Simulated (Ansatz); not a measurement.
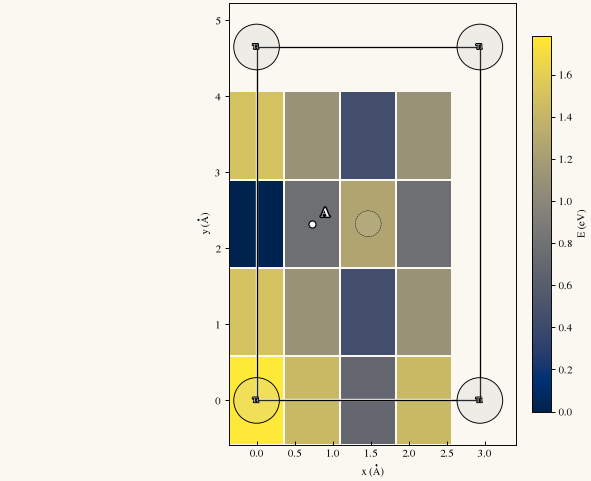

S on a Ti(100) slab cut from the P6_3/mmc phase, its upper half relaxed before the scan (12 atoms of substrate and one adsorbate in a 2 × 1 cell). S is moved over the surface cell; relaxed at each place: the height of the adsorbate's atoms; substrate rigid; the origin of the map has the adsorbate above Ti11. Places are given modulo a cell vector. The map is drawn in real space over the plane of the surface. Grid: 4 × 4 points; 9 points were computed and 7 follow by symmetry. Places are given in fractions of the 1 × 1 surface cell. All energies are given in eV relative to the lowest grid point. All numbers below come from DFT PBE, scalar-relativistic, plane waves, PAW in Ansatz 0.2.0. Settings: cutoff 420 eV, k-mesh 5×6×1, gaussian smearing 0.1 eV, no spin polarisation.

Drawn: one coloured cell a grid point, labelled circles for the atoms of the top layer and small ones for the second layer, the outline of one cell of the plane, the point A.

Which way does the force act at A, and how strong is it?

Answer. A, at (1/4, 2/4) of the cell vectors, is not a stationary point. The computed force is 1.2 eV/Å in the plane, pointing left in the picture (components −1.2 and 0.0 eV/Å).

PAW datasets: the set soft_1.
